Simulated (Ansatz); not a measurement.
## CdS: pressure series

The parent structure is CdS in the zinc blende structure (space group F-43m, No. 216; a = 5.927 Å).

Cell and atoms are relaxed at each pressure.

Levels (all Ansatz, a program for electronic structure, PAW, earlier PAW set): PBE (420 eV, scalar-relativistic without spin-orbit coupling); r2SCAN (500 eV, spin-orbit coupling left out).

The base cell above is that of PBE; each level relaxes its own structures.

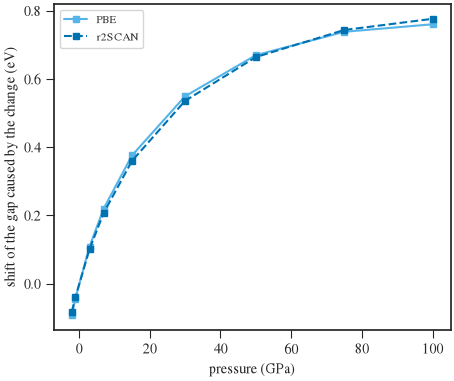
Figure: Shift of the gap caused by the change under two levels

### Question
How do the two levels compare along the series?

### Answer
The two levels differ by at most about 0.02 eV. They put the cases in the same order.

Load acts through the strain it causes; cell and atoms are relaxed under it. Whether these cells are dynamically stable was not tested. Tetrahedral semiconductors of this kind turn to denser phases somewhere between about 1 and 50 GPa; those were not computed, so compressed cells here can lie past the real transition.
